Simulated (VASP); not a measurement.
Band structure of BeCd3Se4 (ordered alloy cell). These are PBEsol GGA, VASP's PBE PAW potentials (set 64) (plane waves; VASP) values and carry that method's errors.

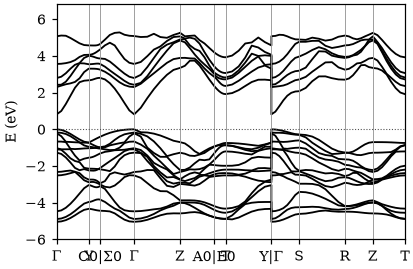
Fig. 1. Bands along high-symmetry lines, zero at the valence-band maximum or, without a gap, the Fermi level

### Question
Read the plot: is there a gap, and where are the band edges?

### Answer
The gap is direct, 0.82 eV, from the valence maximum at Γ to the conduction minimum at Γ. (Edges off the drawn lines would not show.)

The structure was generated: BeCd3Se4 was put into an ordered model structure (Amm2), which need not be its known phase. It was relaxed first.
